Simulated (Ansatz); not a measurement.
# Σ11 (113) boundary in fcc Cu: structure and resistance, part 3 of 3

How much does the Σ11 (113) boundary in fcc Cu reflect electrons?

Ansatz 0.2.0; Ansatz plane-wave DFT, PBE, PAW files; relaxation of a bicrystal slab with its lowest layers held; PAW set soft_1 (the session's first sound run).

So far. Step 3 (Transmission across the boundary): Over the solved energies the transmission per spin lies between 1.45 and 1.45, out of 1.55 channels of the lead on average (up to 1.56). Step 4 (Specific resistance): Averaged over the energies near the Fermi level, 93.5 % of the channels pass, which makes 0.0629 fΩ m².

**5. Single-crystal slab for reference**

This step: Ansatz plane-wave DFT, PBE, PAW files; relaxation of a single-crystal slab with its lowest layers held; PAW set soft_1 (Ansatz 0.2.0).

System of this step: Cu slab, plane (1, 1, 3). The cell holds 18 atoms: 18 Cu. Cell: a = 2.556 Å, b = 4.427 Å, c = 29.529 Å, α = 90.0°, β = 90.0°, γ = 73.2°. It derives from Cu. Vacuum lies along c.

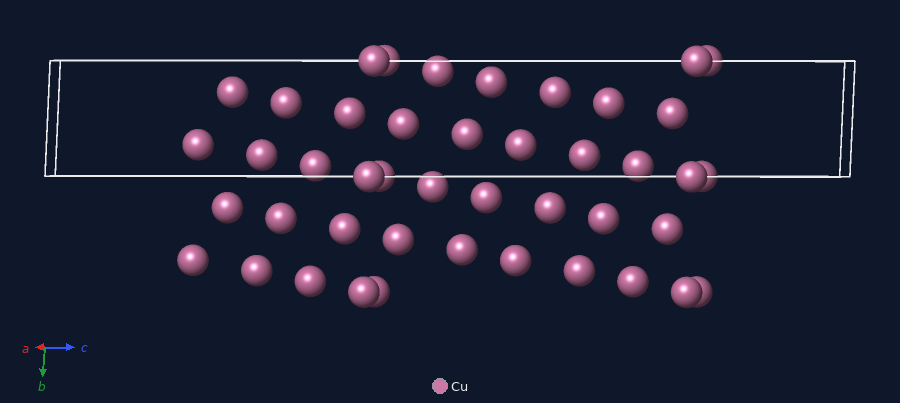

The cell of this step (copper pink). 1×2×1 cells are drawn. Some periodic images of atoms are drawn too.

Contents of input.yaml:

```yaml
crystal:
  lattice:
    - [2.5561627297, 0.0, 0.0]
    - [1.2780813649, 4.2389163388, 0.0]
    - [0.0, 0.0, 29.5291746534]
  atoms:
    - { symbol: Cu, position: [0.6363636365, 0.7272727273, 0.1693240688] }
    - { symbol: Cu, position: [0.3636363638, 0.2727272727, 0.2062350716] }
    - { symbol: Cu, position: [0.0909090911, 0.8181818182, 0.2431460745] }
    - { symbol: Cu, position: [0.8181818183, 0.3636363636, 0.2800570774] }
    - { symbol: Cu, position: [0.5454545456, 0.9090909091, 0.3169680802] }
    - { symbol: Cu, position: [0.2727272729, 0.4545454545, 0.3538790831] }
    - { symbol: Cu, position: [1.0e-10, 0.0, 0.390790086] }
    - { symbol: Cu, position: [0.7272727274, 0.5454545455, 0.4277010888] }
    - { symbol: Cu, position: [0.4545454546, 0.0909090909, 0.4646120917] }
    - { symbol: Cu, position: [0.1818181819, 0.6363636364, 0.5015230946] }
    - { symbol: Cu, position: [0.9090909092, 0.1818181818, 0.5384340974] }
    - { symbol: Cu, position: [0.6363636364, 0.7272727273, 0.5753451003] }
    - { symbol: Cu, position: [0.3636363637, 0.2727272727, 0.6122561031] }
    - { symbol: Cu, position: [0.090909091, 0.8181818182, 0.649167106] }
    - { symbol: Cu, position: [0.8181818182, 0.3636363636, 0.6860781089] }
    - { symbol: Cu, position: [0.5454545455, 0.9090909091, 0.7229891117] }
    - { symbol: Cu, position: [0.2727272727, 0.4545454545, 0.7599001146] }
    - { symbol: Cu, position: [0.0, 0.0, 0.7968111175] }
kpoints:
  mp_grid: { grid: [9, 9, 1] }
hamiltonian:
  xc: pbe
  pseudopotentials: { kind: paw, azcp: { folder: soft_1 } }
scf:
  occupations: { method: fermi_dirac, width: 0.1 }
relax:
  f_tol: 0.03
  max_steps: 80
  constraints: [{ sites: [0, 1, 2] }]
```

The run is started by

```console
> ansatz run input.yaml --threads 4 --pin off --max-ram 15360MiB --backend cpu --events-out ev --progress --plain --runs-dir out
```

Numbers of over 12 decimals in the logs are rounded to 6 here.

The log of the run:

```text
Warning: crystal.symmetry: narrowed to the stabiliser of the relax constraints — unitary ops 4 → 2; lowered at sites 0, 1, 2, 15, 16, 17 (the operations that carried what is held of a site onto what its image site leaves free; the constrained walk keeps no symmetry that its constraints do not admit)
[...]
Crystal: 18 atoms, lattice volume = 319.959 Å³
Basis set: ecut = 420 eV, 6317 PW (Γ), exchange–correlation on 36×60×400 points (8 copies of the dense FFT grid, shifted against one another)
Bands: 206, of which v1, the nominal top of the filled ones, is band 171 counted from 1 (170 counted from 0)
Symmetry: 2 space group operations
k-points: 25 of 81 (time reversal used)
[...]
SCF iter   1: F=—  HF=-119266.799273 eV  |F-HF|=—  |Δ(HF+E_count)|=         —  Δρ=2.12e-1  dr2=8.71e1  ethr=3.10e-3  ⟨swp⟩=5.8  Hψ=18747  notcnv=0  defer=133
[...]
SCF iter  10: F=-119251.229846 eV  HF=-119251.229838 eV  |F-HF|=8.07e-6  |Δ(HF+E_count)|=   9.05e-6  Δρ=5.24e-5  dr2=5.75e-6  ethr=6.58e-9  ⟨swp⟩=4.0  Hψ=16348  notcnv=0
SCF 1 converged in 10 iterations: F = -119251.229846 eV  dr2 = 5.75e-6
[...]
relax step   1: F+E_penalty+E_count = -119251.22984603 eV  Δ(F+E_penalty+E_count) = +0.000e0 eV  max|allowed force component| = 3.962e-1 eV/Å  Δτ_max = 0.0000 Å  (10 SCF iters, dr2 threshold 2.25e-5 eV, accepted)
[...]
SCF iter   7: F=-119251.249165 eV  HF=-119251.249169 eV  |F-HF|=4.18e-6  |Δ(HF+E_count)|=   4.22e-6  Δρ=3.05e-5  dr2=4.05e-6  ethr=2.87e-9  ⟨swp⟩=3.6  Hψ=13589  notcnv=0
SCF 2 converged in 7 iterations: F = -119251.249165 eV  dr2 = 4.05e-6
[...]
relax step   2: F+E_penalty+E_count = -119251.24916458 eV  Δ(F+E_penalty+E_count) = -1.932e-2 eV  max|allowed force component| = 2.528e-1 eV/Å  Δτ_max = 0.0532 Å  (7 SCF iters, dr2 threshold 9.81e-6 eV, accepted)
SCF iter   1: F=—  HF=-119251.356634 eV  |F-HF|=—  |Δ(HF+E_count)|=         —  Δρ=1.10e-2  dr2=2.46e-1  ethr=5.71e-4  ⟨swp⟩=5.3  Hψ=11585  notcnv=0  defer=535
[...]
SCF iter   9: F=-119251.264530 eV  HF=-119251.264531 eV  |F-HF|=1.02e-6  |Δ(HF+E_count)|=   2.80e-7  Δρ=1.11e-5  dr2=1.21e-6  ethr=1.17e-9  ⟨swp⟩=2.2  Hψ=15940  notcnv=0
SCF 3 converged in 9 iterations: F = -119251.264530 eV  dr2 = 1.21e-6
relax step   3: F+E_penalty+E_count = -119251.26452982 eV  Δ(F+E_penalty+E_count) = -1.537e-2 eV  max|allowed force component| = 2.638e-2 eV/Å  Δτ_max = 0.1230 Å  (9 SCF iters, dr2 threshold 4.00e-6 eV, accepted)
[...]
SCF iter   4: F=-119251.264531 eV  HF=-119251.264531 eV  |F-HF|=7.22e-8  |Δ(HF+E_count)|=   1.21e-7  Δρ=6.52e-6  dr2=8.08e-8  ethr=2.92e-11  ⟨swp⟩=3.0  Hψ=18517  notcnv=0
SCF 4 converged in 4 iterations: F = -119251.264531 eV  dr2 = 8.08e-8
relax step   4: F+E_penalty+E_count = -119251.26453083 eV  Δ(F+E_penalty+E_count) = -1.006e-6 eV  max|allowed force component| = 2.643e-2 eV/Å  Δτ_max = 0.0000 Å  (4 SCF iters, accepted)
SCF converged after 4 iterations
Free energy (F): -119251.264531 eV
[...]
Internal energy: -119251.069578 eV  (E = F + TS)
E sigma→0 (E₀):  -119251.167055 eV
Entropy (-TS):   -0.194952 eV (-10.831 meV/atom)
Fermi energy:    9.402830 eV
[...]
--- Forces (eV/Å), atoms counted from 1 ---
  atom   1  Cu    -0.00000000    -0.01388359     0.40162931
  atom   2  Cu     0.00000000     0.02155946    -0.23907819
  atom   3  Cu     0.00000000     0.00512613    -0.16414451
  atom   4  Cu     0.00000000     0.00008498     0.00207525
  atom   5  Cu    -0.00000000    -0.00074261    -0.00261788
  atom   6  Cu    -0.00000000    -0.00078213     0.00195171
  atom   7  Cu    -0.00000000    -0.00122928    -0.00291279
  atom   8  Cu    -0.00000000    -0.00066074     0.00174987
  atom   9  Cu    -0.00000000    -0.00144217    -0.00269990
  atom  10  Cu    -0.00000000    -0.00002523     0.00124184
  atom  11  Cu    -0.00000000    -0.00049129    -0.00191092
  atom  12  Cu    -0.00000000    -0.00048777     0.00036118
  atom  13  Cu    -0.00000000    -0.00068473    -0.00175550
  atom  14  Cu     0.00000000     0.00034044     0.00221427
  atom  15  Cu    -0.00000000    -0.00556010     0.00706327
  atom  16  Cu    -0.00000000    -0.01153467    -0.02643476
  atom  17  Cu     0.00000000     0.00615052     0.00570321
  atom  18  Cu     0.00000000     0.00423728     0.01766388
  max |Σ_I F_I| component: 9.94e-5 eV/Å
--- Relaxed structure (4 steps of the walk, 4 accepted, 0 SCFs on fresh bases) ---
  F+E_penalty+E_count = -119251.26453083 eV   max|allowed force component| = 2.643e-2 eV/Å
  atoms:
    - { symbol: Cu, position: [0.636364, 0.727273, 0.169324] }
    - { symbol: Cu, position: [0.363636, 0.272727, 0.206235] }
    - { symbol: Cu, position: [0.090909, 0.818182, 0.243146] }
    - { symbol: Cu, position: [0.819612, 0.360776, 0.280930] }
    - { symbol: Cu, position: [0.547821, 0.904359, 0.317668] }
    - { symbol: Cu, position: [0.275017, 0.449967, 0.355335] }
    - { symbol: Cu, position: [0.00249942, -0.00499884, 0.392180] }
    - { symbol: Cu, position: [0.729552, 0.540896, 0.429742] }
    - { symbol: Cu, position: [0.456804, 0.086392, 0.466651] }
    - { symbol: Cu, position: [0.183652, 0.632696, 0.504175] }
    - { symbol: Cu, position: [0.910929, 0.178141, 0.541110] }
    - { symbol: Cu, position: [0.638117, 0.723765, 0.578616] }
    - { symbol: Cu, position: [0.365678, 0.268643, 0.615569] }
    - { symbol: Cu, position: [0.093217, 0.813565, 0.653033] }
    - { symbol: Cu, position: [0.821359, 0.357281, 0.690114] }
    - { symbol: Cu, position: [0.550890, 0.898221, 0.727246] }
    - { symbol: Cu, position: [0.276061, 0.447877, 0.765789] }
    - { symbol: Cu, position: [0.00347785, -0.0069557, 0.798028] }
```

It took 3.1 min on 4 threads of Arm Neoverse V2, shared host; peak memory 2.2 GiB.

Relaxation path:

| step | energy less that of the first step (eV) | largest force component (eV/Å) |
| --- | --- | --- |
| 1 | 0.0000 | 0.3962 |
| 2 | -0.0193 | 0.2528 |
| 3 | -0.0347 | 0.0264 |
| 4 | -0.0347 | 0.0264 |

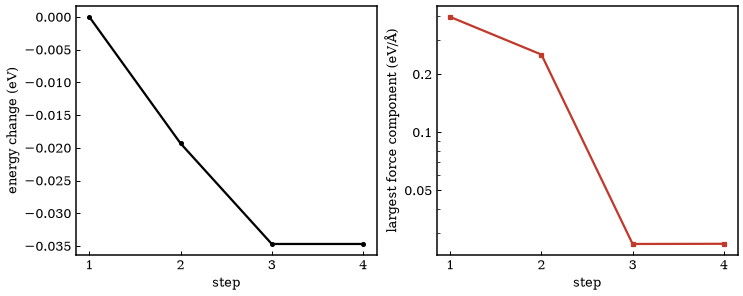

Energy and largest force along the relaxation.

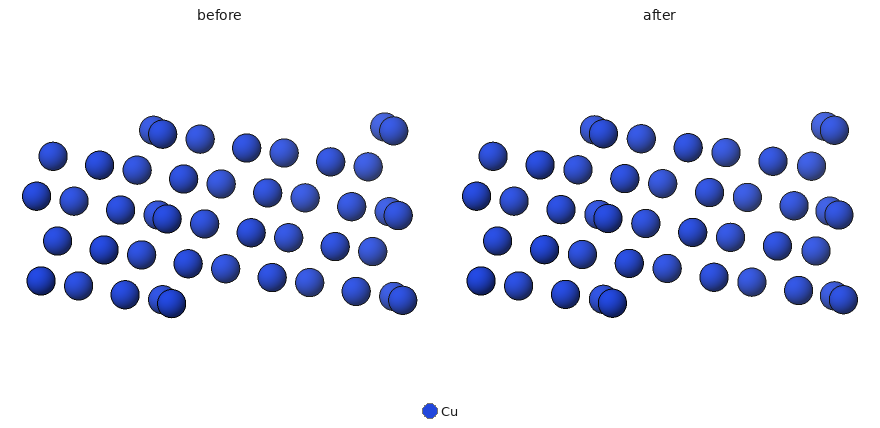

The structure before and after the relaxation, drawn at the same scale.

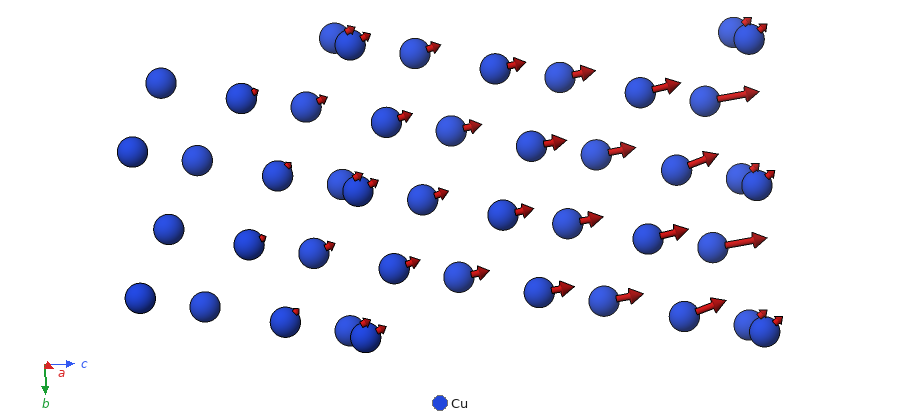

Displacements in the relaxation, exaggerated; the longest in the cell stands for 0.18 Å. 1×2×1 cells are drawn. Some periodic images of atoms are drawn too.

The atoms that moved most (Å):

| atom | dx | dy | dz | length |
| --- | --- | --- | --- | --- |
| Cu17 | 0.000 | -0.028 | 0.174 | 0.176 |
| Cu16 | 0.000 | -0.046 | 0.126 | 0.134 |
| Cu15 | 0.000 | -0.027 | 0.119 | 0.122 |
| Cu14 | 0.000 | -0.020 | 0.114 | 0.116 |
| Cu13 | 0.000 | -0.017 | 0.098 | 0.099 |
| Cu12 | 0.000 | -0.015 | 0.097 | 0.098 |
| Cu11 | 0.000 | -0.016 | 0.079 | 0.081 |
| Cu10 | 0.000 | -0.016 | 0.078 | 0.080 |

Final coordinates:

```
Cu
1.0
     2.55616    0.00000    0.00000
     1.27808    4.23892    0.00000
     0.00000    0.00000   29.52917
Cu
18
Direct
  0.63636 0.72727 0.16932
  0.36364 0.27273 0.20624
  0.09091 0.81818 0.24315
  0.81961 0.36078 0.28093
  0.54782 0.90436 0.31767
  0.27502 0.44997 0.35534
  0.00250 0.99500 0.39218
  0.72955 0.54090 0.42974
  0.45680 0.08639 0.46665
  0.18365 0.63270 0.50418
  0.91093 0.17814 0.54111
  0.63812 0.72377 0.57862
  0.36568 0.26864 0.61557
  0.09322 0.81357 0.65303
  0.82136 0.35728 0.69011
  0.55089 0.89822 0.72725
  0.27606 0.44788 0.76579
  0.00348 0.99304 0.79803
```

This step gave:

```
free energy             : -119251.2645 eV
energy at zero smearing : -119251.1671 eV
Fermi energy            : 9.403 eV
```

The largest force component on a free atom ends at 0.026 eV/Å, under the tolerance of 0.03, after 4 steps.

**6. Bulk reference**

This step: Ansatz plane-wave DFT, PBE, PAW files; bulk reference; PAW set soft_1 (Ansatz 0.2.0).

System of this step: Cu. Symmetry: Fm-3m, No. 225, cubic system. Conventional cell: a = 3.615 Å, b = 3.615 Å, c = 3.615 Å, α = 90.00°, β = 90.00°, γ = 90.00°. Nearest to Cu lie 12 Cu at 2.56 Å.

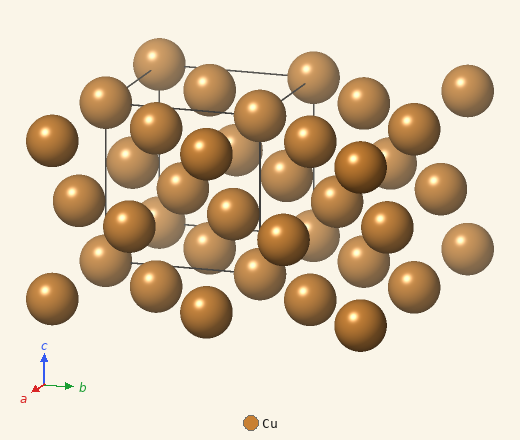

The cell of this step (copper orange). 2×2×1 conventional cells are drawn. Some periodic images of atoms are drawn too.

input.yaml, the sections that differ from step 5:

```yaml
crystal:
  lattice:
    - [0.0, 1.80748, 1.80748]
    - [1.80748, 0.0, 1.80748]
    - [1.80748, 1.80748, 0.0]
  atoms:
    - { symbol: Cu, position: [0.0, 0.0, 0.0] }
kpoints:
  mp_grid: { grid: [21, 21, 21] }
# hamiltonian, scf: as in step 5
# relax: removed
```

The log of the run:

```text
[...]
Crystal: 1 atoms, lattice volume = 11.810 Å³
Basis set: ecut = 420 eV, 259 PW (Γ)
Bands: 14, of which v1, the nominal top of the filled ones, is band 10 counted from 1 (9 counted from 0)
Symmetry: 48 space group operations
[...]
k-points: 286 of 9261
[...]
SCF iter   1: F=—  HF=-6626.103945 eV  |F-HF|=—  |Δ(HF+E_count)|=         —  Δρ=2.68e-1  dr2=5.09e0  ethr=3.10e-3  ⟨swp⟩=4.9  Hψ=19163  notcnv=0
[...]
SCF iter   7: F=-6625.187333 eV  HF=-6625.187333 eV  |F-HF|=7.64e-11  |Δ(HF+E_count)|=  1.01e-10  Δρ=1.66e-6  dr2=1.97e-10  ethr=5.26e-10  ⟨swp⟩=2.0  Hψ=7881  notcnv=0
SCF 1 converged in 7 iterations: F = -6625.187333 eV  dr2 = 1.97e-10
[...]
SCF converged after 7 iterations
Free energy (F): -6625.187333 eV
[...]
Internal energy: -6625.176373 eV  (E = F + TS)
E sigma→0 (E₀):  -6625.181853 eV
Entropy (-TS):   -0.010960 eV (-10.960 meV/atom)
Fermi energy:    16.384214 eV
[...]
```

It took 0.62 s on 4 threads; peak memory 0.3 GiB.

Numbers from this step:

* free energy: -6625.1873 eV
* energy at zero smearing: -6625.1819 eV
* Fermi energy: 16.38 eV

**7. Boundary energy**

This step: Ansatz plane-wave DFT, PBE, PAW files; bicrystal less single-crystal slab less bulk atoms, a boundary area; PAW set soft_1 (Ansatz 0.2.0).

Numbers from this step:

```yaml
excess_energy_of_the_cell: 0.2058 eV
boundary_energy: 0.3042 J/m²
```

The boundary costs 0.30 J/m².

By hand: 0.206 eV / 10.84 Å² × 16.02 = 0.304 J/m².

**8. What came out**

```json
{
 "specific resistance of the boundary": "0.0629 fΩ m²",
 "share of channels that pass": "0.935",
 "boundary energy": "0.304 J/m²"
}
```

What this shows: The boundary has a specific resistance of 0.063 fΩ m² and an energy of 0.30 J/m². The boundary reflects 6.5 % of the channels; 0.063 fΩ m² is 0.63×10⁻¹² Ω·cm². That equals the resistance of 3.6 nm of bulk Cu at 300 K (measured 1.725 µΩ cm, CRC Handbook of Chemistry and Physics, 84th ed., 2003, Electrical Resistivity of Pure Metals). One starting structure was relaxed; another shift or atom count at the boundary may lie lower.

[Logs are printed without paths, hosts, clocks, repeated set-up lines and the standing remarks that a program may print on its own settings, such as how far it seeks lower states.]

[Hosts, paths, dates, database ids (printed as entryN), source tags and the programs' standing remarks are cut or masked in the printed files.]
